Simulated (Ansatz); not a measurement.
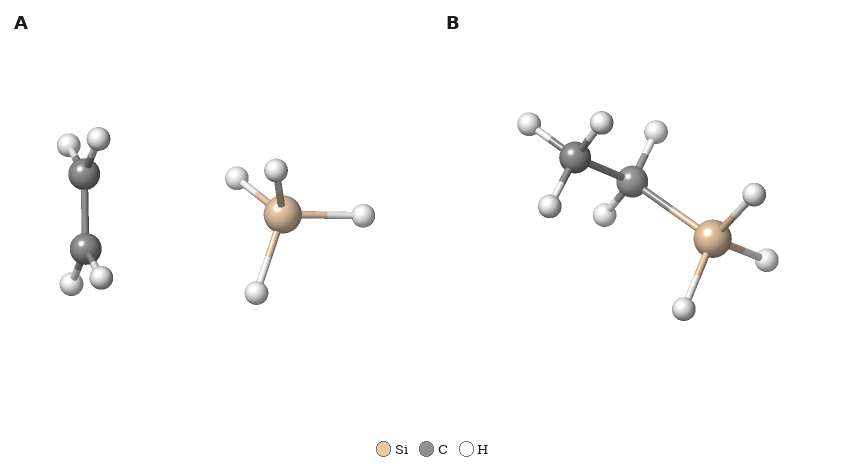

2 stationary structures of one formula. Geometries: PBE0-D4/def2-TZVP. Electronic energies: CCSD(T)/CBS (MP2 limit from def2-TZVPP and def2-QZVPP plus CCSD(T) − MP2) (Ansatz 0.2.0), without zero-point energy. No frequency run is at hand to confirm each as a minimum. Each is one conformer, not always the lowest.

### Rank them by energy, lowest first.

B is lowest (a minimum); A lies 129.5 kJ/mol above it.

Give E(B) − E(A) in kJ/mol at these levels too: B97M-V/def2-TZVPP; RHF-CCSD(T) (frozen core)/def2-TZVPP; ωB97X-V/def2-TZVPP; ωB97M-V/def2-TZVPP; B3LYP-D4/6-31G; SPW92 (LDA)/def2-TZVPP; PBE0-D4/def2-TZVPP; PBE0-D4/def2-SVP.

| level | E(B) − E(A) (kJ/mol) |
| --- | --- |
| B97M-V/def2-TZVPP | −133.6 |
| RHF-CCSD(T) (frozen core)/def2-TZVPP | −127.4 |
| ωB97X-V/def2-TZVPP | −140.5 |
| ωB97M-V/def2-TZVPP | −134.1 |
| B3LYP-D4/6-31G | −124.6 |
| SPW92 (LDA)/def2-TZVPP | −166.4 |
| PBE0-D4/def2-TZVPP | −147.4 |
| PBE0-D4/def2-SVP | +191.7 |
